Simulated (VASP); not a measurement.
Energy against volume of Li2O (antifluorite). These are LDA (Ceperley-Alder, Perdew-Zunger), VASP's LDA PAW potentials (set 64) (plane waves; VASP) values and carry that method's errors.

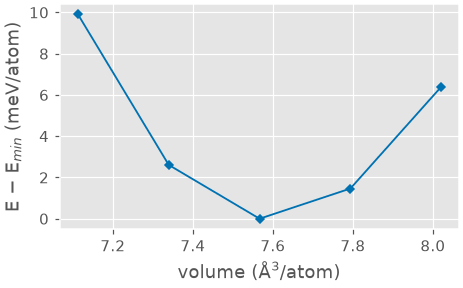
*Energy against volume*

Estimate the equilibrium volume and the bulk modulus.

The minimum lies near 7.6 Å³/atom, and the curvature gives B0 of about 94 GPa.

The compound is Li2O in the antifluorite structure. It was relaxed first, which changed the volume by -8 %.
